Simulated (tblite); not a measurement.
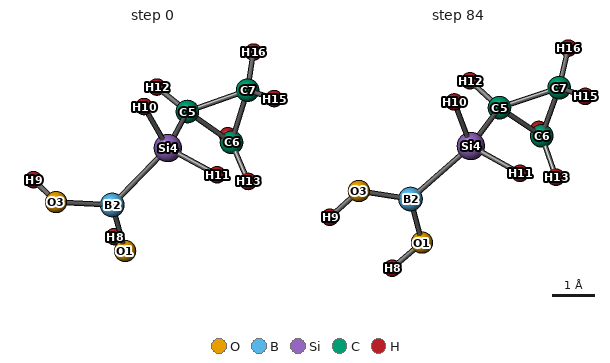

The structure of C3H9BO2Si before (left) and after (right) a relaxation, at one scale.

The picture is a ball-and-stick view, seen from a free direction.

All numbers below come from GFN2-xTB geometry optimisation, gas phase in tblite. 

### Describe what moved and what it gained.

The atom that moves furthest after the best rigid fit is an H atom (1.17 Å). By element the largest moves are H 1.17 Å, O 0.36 Å, B 0.27 Å, C 0.21 Å, Si 0.12 Å. Among the contacts that change: B–O 1.475 → 1.355 Å, C–H 1.124 → 1.080 Å, B–Si 1.938 → 1.972 Å, H–O 0.991 → 0.961 Å. Among the angles between lasting bonds that change: B–O–H 104.4° → 118.1°, B–O–H 104.8° → 118.1°, H–C–H 122.3° → 113.5°. Groups turn about B–O by about 90°, B–O by about 90°. Over 84 geometry steps the energy falls by 173.1 kJ/mol.
